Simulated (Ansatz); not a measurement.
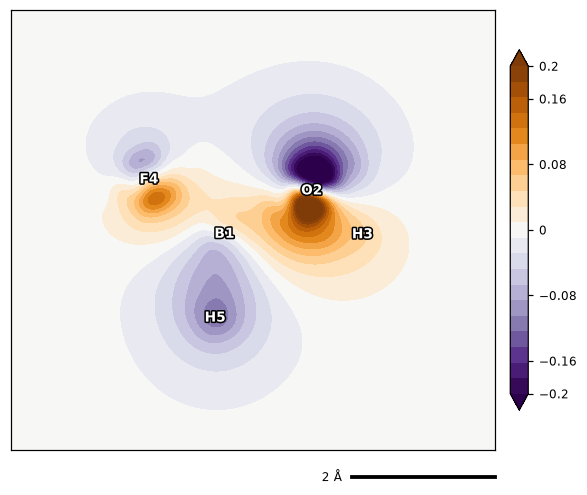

The picture shows: BFH₂O···H₂. The HOMO−1 on the plane of atoms O2, B1 and F4 (values in Å⁻³ᐟ²; the overall sign is arbitrary).

Not at a stationary point (largest force 1.4 eV/Å).

These are results of Ansatz, RHF/6-31G*, not measurements.

```json
{"atom": "B", "x (Å)": "-0.0522", "y (Å)": "-0.2529", "z (Å)": "0.1531"}
{"atom": "O", "x (Å)": "-0.0111", "y (Å)": "-0.4426", "z (Å)": "1.5090"}
{"atom": "H", "x (Å)": "-0.8725", "y (Å)": "-0.5164", "z (Å)": "1.8939"}
{"atom": "F", "x (Å)": "1.0864", "y (Å)": "-0.2212", "z (Å)": "-0.4931"}
{"atom": "H", "x (Å)": "-1.0692", "y (Å)": "-0.1454", "z (Å)": "-0.4500"}
{"atom": "H", "x (Å)": "0.1257", "y (Å)": "2.1027", "z (Å)": "0.5850"}
{"atom": "H", "x (Å)": "0.1171", "y (Å)": "1.7566", "z (Å)": "1.1928"}
```

> Where does this orbital lie, and at what energy?

It lies mainly on O2 (about 70 %), B1 (about 10 %) and H6 (about 5 %); largely a lone pair of O2. Its energy is −14.38 eV.
